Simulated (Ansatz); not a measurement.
**B2Cl2F4: density, localisation and related maps**

The calculation's input:

```
crystal:
  periodic: [false, false, false]
  atoms:
    - {symbol: B, position_ang: [-0.283815, 0.408811, -0.853097]}
    - {symbol: B, position_ang: [-1.517428, -1.991088, -0.632406]}
    - {symbol: Cl, position_ang: [0.227577, -1.431953, -1.396849]}
    - {symbol: Cl, position_ang: [-2.029098, -0.150237, -0.089223]}
    - {symbol: F, position_ang: [-0.480430, 1.155440, -1.924951]}
    - {symbol: F, position_ang: [0.514740, 0.830487, 0.111000]}
    - {symbol: F, position_ang: [-2.316071, -2.413328, -1.596183]}
    - {symbol: F, position_ang: [-1.320391, -2.737278, 0.439677]}
basis:
  gaussian:
    orbitals: def2-SVPD
hamiltonian:
  xc: {name: PBE0}
output: {forces: true, orbitals: {seedname: orbitals}}
```

Run with:

```sh
ansatz run input.yaml --threads 2 --pin off --max-ram 5220MiB --events-out events.jsonl --progress --plain --runs-dir runs
```

Geometry: PBE0-D4/def2-SVP.

These are results of isolated molecule in a Gaussian basis; Kohn-Sham density functional theory, functional PBE0 (Ansatz 0.2.0), not measurements.

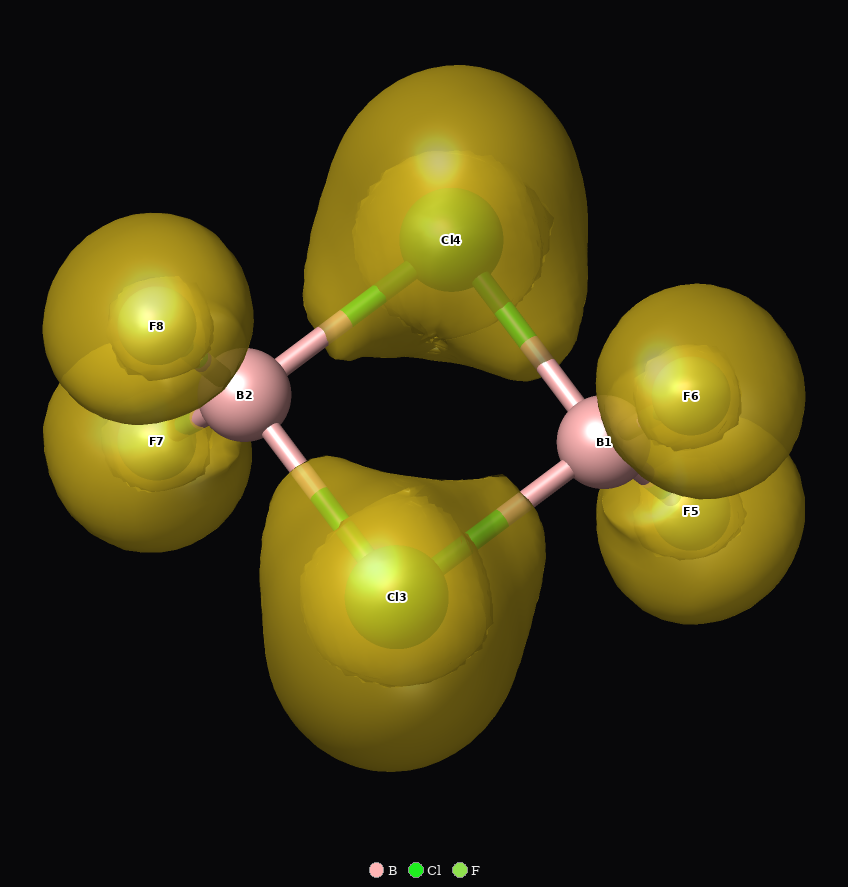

Figure 1. Isosurface of the electron localisation function at 0.75 (yellow), seen at an oblique angle. Core shells and regions of very low density are left out.

Q: Identify the bonds, lone pairs and shells in this picture.

A: The ELF exceeds this value in two regions on Cl in which the atom's valence shell and bonds are merged and four regions on F in which the atom's valence shell and bonds are merged.


B–F (1.32 Å): the ELF peaks at about 0.85 between the atoms (a shared but strongly polarised pair). B–Cl (1.99 Å): the ELF peaks at about 0.90 between the atoms, as expected for a polar covalent bond.

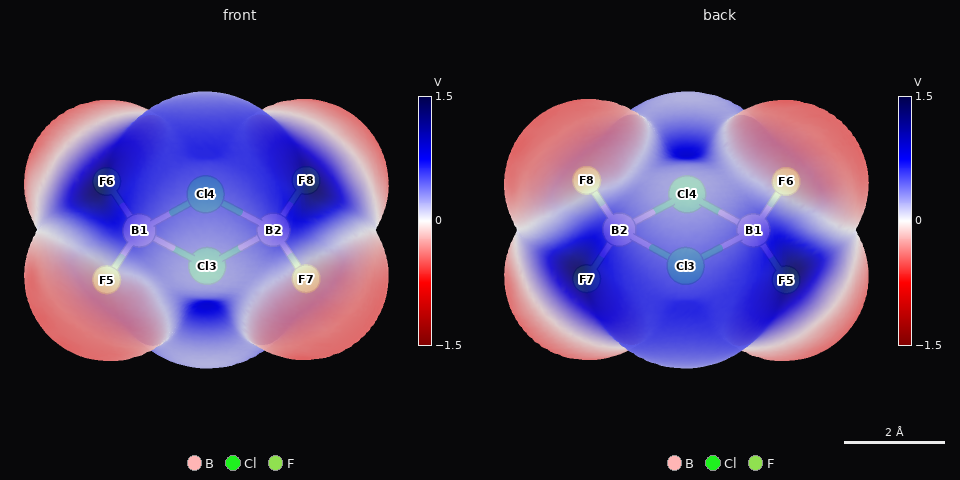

Figure 2. The molecular electrostatic potential painted on the density surface at 0.001 e/bohr³, seen from the front and from behind; the colour scale runs from red (negative) to blue (positive).

Q: Which sites attract a positive test charge, and which a negative one?

A: A positive charge is drawn to the negative regions and a negative charge to the positive ones. The most negative region (about −0.4 V, or −9 kcal/mol for a unit charge) lies over F5, F6, F7 and F8, the most positive (about +1.3 V, or +30 kcal/mol for a unit charge) over B1 and B2.

Q: What dipole moment does the calculation give?

A: Its dipole moment is zero.

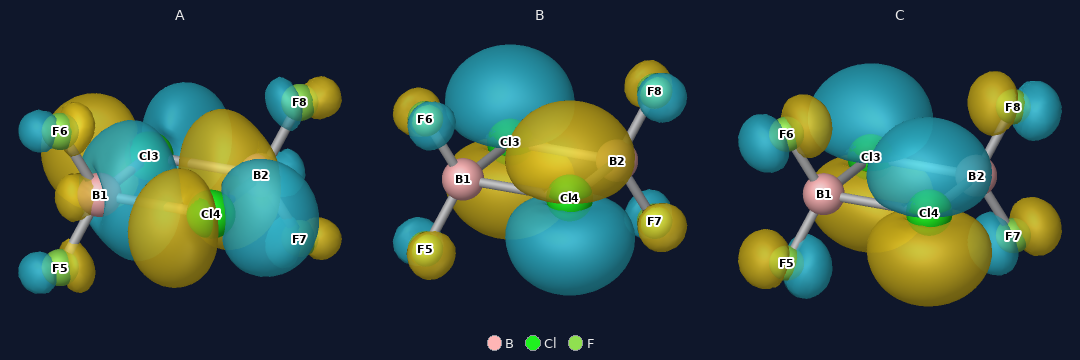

Figure 3. Three frontier orbitals at ±0.1 Å⁻³ᐟ² (yellow and cyan are the two phases), in no order.

Q: Order the three orbitals by energy and name them.

A: C is the HOMO−1 (−10.84 eV). By Hirshfeld shares it lies mainly on Cl4 (about 40 %) and Cl3 (about 40 %); it is ungerade (odd under inversion); largely a combination of lone pairs on Cl4 and Cl3. B is the HOMO (−10.48 eV). Its weight (Hirshfeld) is mainly on Cl4 (about 45 %) and Cl3 (about 45 %); it is gerade (even under inversion); largely a combination of lone pairs on Cl4 and Cl3. A is the LUMO (−0.99 eV). By Hirshfeld shares it lies mainly on Cl4 (about 25 %), Cl3 (about 25 %), B2 (about 20 %) and B1 (about 20 %); it is ungerade (odd under inversion).

Q: What is the HOMO–LUMO gap?

A: 9.49 eV between the orbital energies.
